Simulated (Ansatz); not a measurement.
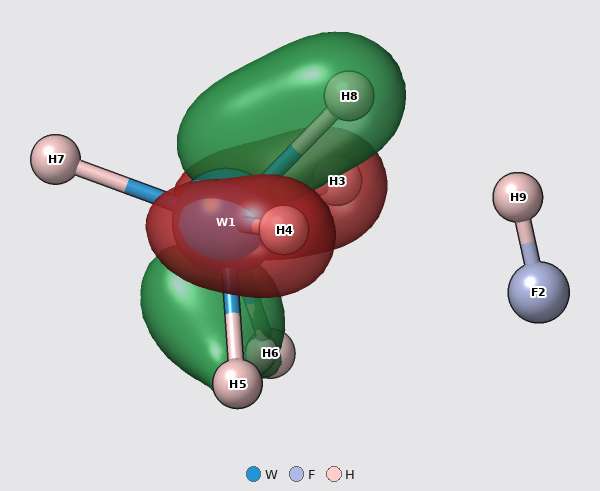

H6W···HF. The HOMO−1 at ±0.2 Å⁻³ᐟ² (green and red are the two phases), seen at a tilt.

Core potentials replace the inner electrons of W.

Theory: RKS PBE0-D4/def2-SVP in Ansatz 0.2.0.

The calculation's input:

```
crystal:
  periodic: [false, false, false]
  atoms:
    - { symbol: W, position_ang: [0.0, 0.0, 0.0] }
    - { symbol: F, position_ang: [0.0, 0.0, 2.2] }
    - { symbol: H, position_ang: [1.72, 0.0, 0.0] }
    - { symbol: H, position_ang: [0.0, 1.72, 0.0] }
    - { symbol: H, position_ang: [-1.72, 0.0, 0.0] }
    - { symbol: H, position_ang: [0.0, -1.72, 0.0] }
    - { symbol: H, position_ang: [0.0, 0.0, -1.72] }
    - { symbol: H, position_ang: [1.3275, 1.3829, 0.637] }
    - { symbol: H, position_ang: [0.9769, 1.0177, 1.6302] }
basis:
  gaussian: { orbitals: def2-SVP }
hamiltonian:
  xc: pbe0
  dispersion: d4
relax:
  f_tol: 0.15
  max_steps: 25
  restrain:
    - { distance: [0, 7], at: 1.72, k: 30.0 }
    - { distance: [8, 1], at: 0.92, k: 30.0 }
    - { distance: [0, 1], at: 3.05, k: 30.0 }
    - { distance: [8, 7], at: 1.86, k: 30.0 }
output:
  orbitals: {}
```

Command:

```sh
ansatz run input.yaml --threads 1 --pin off --max-ram 2048MiB --backend cpu --events-out ev --progress --plain --runs-dir out
```

The fields are those of the run's last geometry, not of the input's.

Where does this orbital lie, and at what energy?

Answer. Its weight (Hirshfeld) is mainly on W1 (about 55 %), H8 (about 15 %), H3 (about 10 %) and H4 (about 10 %). Its energy is −8.68 eV.
